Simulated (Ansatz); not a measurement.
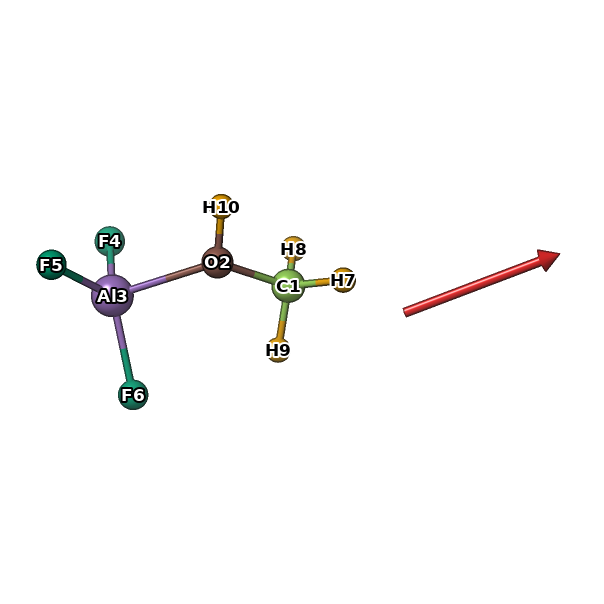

The arrow beside the molecule shows the direction of the dipole moment, from the negative to the positive end (its length means nothing). Computed geometry: PBE-D4/def2-SVP optimisation. No frequency run is at hand to confirm it as a minimum. Level of theory: RKS PBE-D4/def2-SVP (Ansatz 0.2.0).

Estimate the dipole moment.

5.83 D; it points from the side of F5 to the side of H7 (the outermost atoms at the two ends).
